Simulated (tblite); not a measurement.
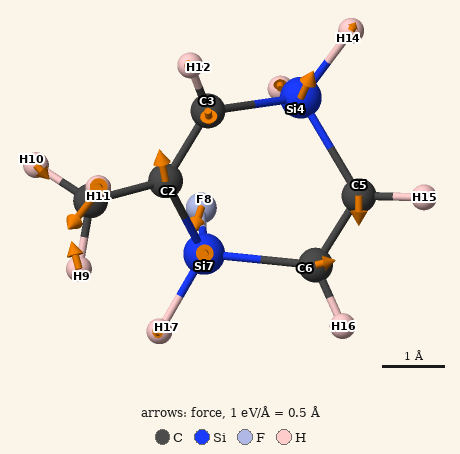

Starting geometry of C$_{5}$H$_{9}$FSi$_{2}$ with the computed forces as orange arrows. The picture is a ball-and-stick view, seen at a tilt.

Level of theory: tblite, GFN2-xTB geometry optimisation, gas phase. 

**Is this structure relaxed? If not, where do the atoms go?**

It isn't relaxed: the largest force vector, on a C atom, is 1.73 eV/Å. The final displacements have little in common with the starting forces (cosine between the two patterns 0.15). The atom that moves furthest after the best rigid fit is the F atom (2.25 Å). By element the largest moves are F 2.25 Å, H 2.01 Å, Si 0.78 Å, C 0.77 Å. Near-neighbour distances that change, for instance: Si–Si 3.002 → 3.418 Å, F–Si 1.672 → 1.625 Å, C–H 1.123 → 1.089 Å, H–Si 1.439 → 1.472 Å. Among the angles between lasting bonds that change: C–C–Si 114.5° → 125.4°, F–Si–H 112.3° → 102.9°, Si–C–C 115.6° → 123.8°. Groups turn about C–Si by about 70°, C–Si by about 70°, C–Si by about 70°. The energy falls by 0.558 eV in 136 geometry steps. The run took 1.1 s on 1 thread of Arm Neoverse V1, on a shared host.
